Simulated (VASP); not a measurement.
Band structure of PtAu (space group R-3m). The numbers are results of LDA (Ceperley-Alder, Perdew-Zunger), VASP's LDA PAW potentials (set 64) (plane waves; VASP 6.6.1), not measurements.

Unless said otherwise, spin-orbit coupling is left out, though it shifts the bands of the heavy elements here.

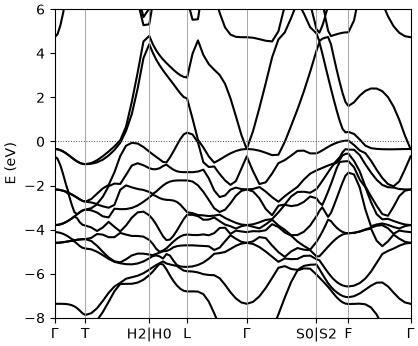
Bands along high-symmetry lines, zero at the valence-band maximum or, without a gap, the Fermi level

Problem. Read the plot: is there a gap, and where are the band edges?

Solution. It has no gap at this level: it comes out as a metal or semimetal. (Edges off the drawn lines would not show.)

The structure comes from a computed database's PtAu entry (R-3m); how it stands against other phases isn't given here. It was relaxed first. The electron count is odd and the run is not spin-polarised, which forces a metal.
